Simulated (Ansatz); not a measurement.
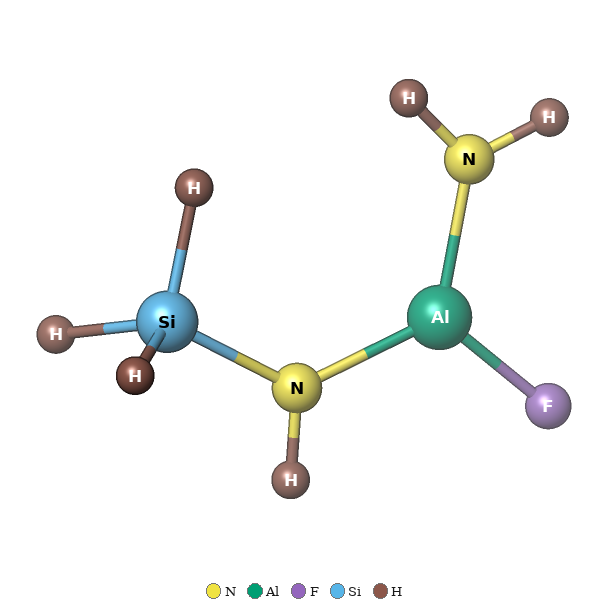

Atoms fade into the background with distance from the viewer. The computed structure is the end point of a PBE0-D4/def2-TZVP optimisation. No frequency run is at hand to confirm it as a minimum.

**List the symmetry elements and name the point group.**

It has 1 mirror plane, so the point group is Cs. The group has 2 operations. The geometry is achiral, and symmetry allows a dipole moment.
